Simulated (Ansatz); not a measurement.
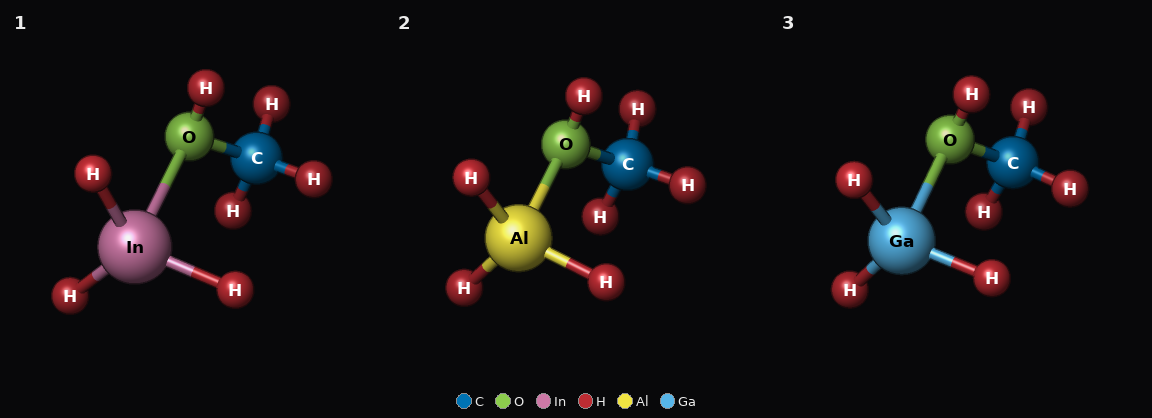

3 molecules with one skeleton, seen from the same side and at one scale. Each species is neutral and a spin singlet. Computed geometries: PBE0-D4/def2-TZVP optimisations, one conformation each. Properties computed with Ansatz 0.2.0. Elements past Kr carry core potentials.

One atom differs, called X below: In in panel 1, Al in panel 2, Ga in panel 3. Their formulas are CH7InO (`C[OH+][InH3-]`), CH7AlO (`C[OH+][AlH3-]`), CH7GaO (`C[OH+][GaH3-]`).

Rank them by the mean angle O–X–H, lowest first (PBE0-D4/def2-TZVP).

1 (In), 3 (Ga), 2 (Al).

Rank them by the length of X–O, lowest first (PBE0-D4/def2-TZVP).

2 (Al), 3 (Ga), 1 (In).

Give the values. With PBE0-D4/def2-TZVP: mean length of X–H (Å), length of X–O (Å), mean angle O–X–H (°). With r2SCAN-D4/def2-TZVPP: dipole moment (D), HOMO energy (Kohn–Sham orbital) (eV), HOMO–LUMO gap (eV).

```tsv
quantity	1 (In)	2 (Al)	3 (Ga)
mean length of X–H (Å)	1.733	1.601	1.578
length of X–O (Å)	2.397	1.989	2.150
mean angle O–X–H (°)	94.4	98.3	96.4
dipole moment (D)	3.80	5.06	4.19
HOMO energy (Kohn–Sham orbital) (eV)	−6.56	−6.48	−6.71
HOMO–LUMO gap (eV)	5.58	5.81	6.03
```
